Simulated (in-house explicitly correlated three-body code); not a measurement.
Two electrons around a point charge Z = 9.9. Computed variationally in 260 exponentially correlated functions with an in-house code, non-relativistic, converged to about 10⁻⁸ of the energy. The exact exchange and correlation energies are −5965 and −45.68 millihartree. Wanted, and plotted below: the errors of BP86, LDA (VWN5), PBE, PW91, RPBE, SCAN and TPSS, evaluated on the exact density.

By the size of the summed error (millihartree): SCAN −2.4, TPSS −6.8, BP86 +7.4, RPBE +14, PW91 +83, PBE +115, LDA (VWN5) +688. Errors of exchange and correlation cancel by a quarter or more for SCAN (−4.0 and +1.6) and BP86 (+45 and −37).

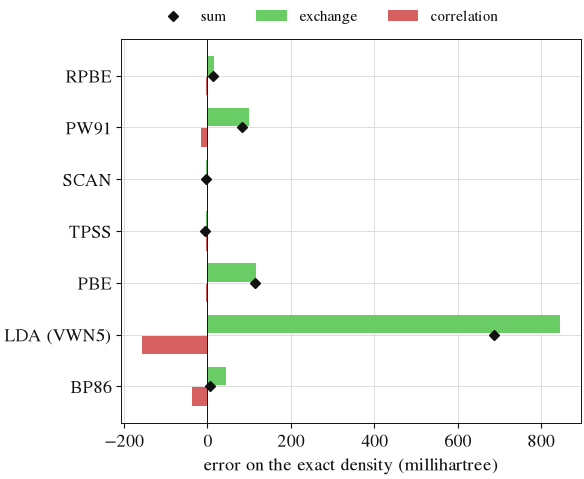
